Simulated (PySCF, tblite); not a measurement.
# C6H10AlF: geometry, infrared bands and NMR shifts

Aim: predict the infrared bands and NMR shifts of C6H10AlF (`C=C[CH2][Al]([F])[CH]1CC1`).

The runs use tblite 0.8.0 and PySCF 2.14.0, with density-fitted response routines of our own; the level of theory stands in each step. All values are computed, except where a source is named. Atoms are numbered from 0 throughout.

**1. The starting structure**

18 atoms, charge 0, multiplicity 1; geometry from: force field or distance geometry start.

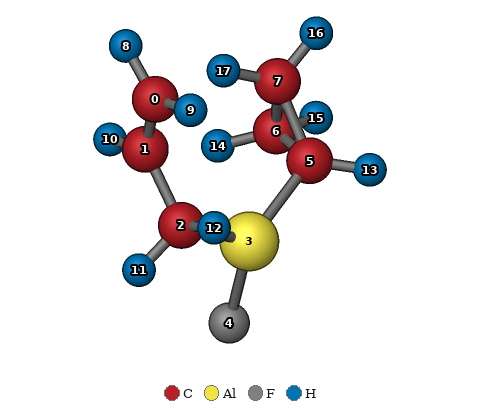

The starting geometry (carbon red, aluminium yellow, fluorine grey, hydrogen blue), atoms numbered.

**2. Geometry optimisation with GFN2-xTB**

Job settings and geometry (Å):

```
{"job": {"kind": "relax", "xc": "GFN2-xTB", "basis": "xTB"}, "charge": 0, "multiplicity": 1}
C      2.399800     1.267300    -0.772900
C      1.859300     0.354100     0.034800
C      1.730800    -1.075300    -0.406900
Al    -0.181400    -1.642900    -0.391000
F     -0.607100    -3.089100     0.662200
C     -1.694300    -0.444500    -0.846500
C     -2.434000     0.086300     0.359700
C     -1.583400     1.032700    -0.491100
H      2.457900     2.276900    -0.346200
H      2.725900     1.034800    -1.769100
H      1.520400     0.567600     1.041100
H      2.332900    -1.743200     0.226100
H      2.115300    -1.147100    -1.418100
H     -2.329200    -0.770300    -1.665000
H     -2.000900    -0.033900     1.374000
H     -3.556400     0.157500     0.291200
H     -2.119400     1.773200    -1.107600
H     -0.644800     1.402400    -0.050900
```

Run with:

```console
OMP_NUM_THREADS=1 python probes_run.py task.json out
```

This one command runs all jobs of the session in turn.

**Question.** This job is followed by: GFN2-xTB harmonic vibrations, gas phase; GIAO PBE0/pcSseg-1 NMR shielding, non-relativistic, gas phase. What will the session give for the following? strongest single infrared mode (GFN2-xTB); zero-point energy (GFN2-xTB); 13C shifts against TMS (PBE0/pcSseg-1, means over atoms taken as alike); 1H shifts against TMS (PBE0/pcSseg-1, means over atoms taken as alike); 27Al shifts against AlH4- (PBE0/pcSseg-1); 19F shifts against CFCl3 (PBE0/pcSseg-1).

The runs gave:

| quantity | value |
| --- | --- |
| strongest single infrared mode (GFN2-xTB) | 781 cm⁻¹, 162 km/mol |
| zero-point energy (GFN2-xTB) | 87.4 kcal/mol |
| 13C shifts against TMS (PBE0/pcSseg-1, means over atoms taken as alike) | 144.6, 117.5, 23.8, 1.3, -3.8 ppm |
| 1H shifts against TMS (PBE0/pcSseg-1, means over atoms taken as alike) | 6.16, 5.28, 4.90, 1.80, 0.65, 0.54, -0.51 ppm |
| 27Al shifts against AlH4- (PBE0/pcSseg-1) | 106.3 ppm |
| 19F shifts against CFCl3 (PBE0/pcSseg-1) | -136.0 ppm |

**Reading.** Over 157 steps the energy fell by 0.716 eV; of the close pairs, Al3–F4 changed most, 1.839 to 1.654 Å. All 48 modes are real, so the xTB geometry is a minimum. The strongest single mode, at 781 cm⁻¹, moves mainly F4 and Al3. GFN2-xTB is a fitted tight-binding method: band positions and strengths are rough. Its intensities can rank the bands wrongly. C1 (alkene CH) lies farthest downfield among carbon, at 144.6 ppm; as expected for a trigonal carbon in a double bond. H10 (hydrogen on an alkene CH) lies farthest downfield among hydrogen, at 6.16 ppm; olefinic region. At PBE0/pcSseg-1: The widest tensor belongs to C1: span 245 ppm, with a paramagnetic part of -214 ppm.
